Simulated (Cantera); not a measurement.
Input: 1 mol Cu2O, 1.5 mol CH4, 0.26 mol CO, equilibrated at 2025 K.

Method: chemical equilibrium by Gibbs-energy minimisation in Cantera with the NASA 1993 tables (ideal gas, pure condensed phases). Candidate condensed phases: C, C6H6, C7H8, C8H18, Cu, CuO, Cu(OH)2, Cu2O, H2O; 113 gas species. The numbers say what is thermodynamically allowed, not how fast it happens.

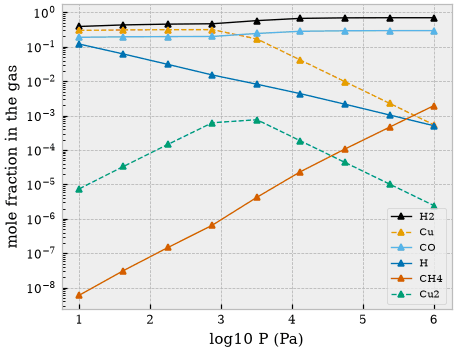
Fig. 1. Equilibrium gas composition (values under 1e-9 drawn at 1e-9)

Question: Read off the mole fractions at 7500 Torr.

Answer: H2 about 0.70, CO about 0.30, CH4 about 0.0019, Cu about 0.00054, H about 0.00051, Cu2 about 2.4e-6.
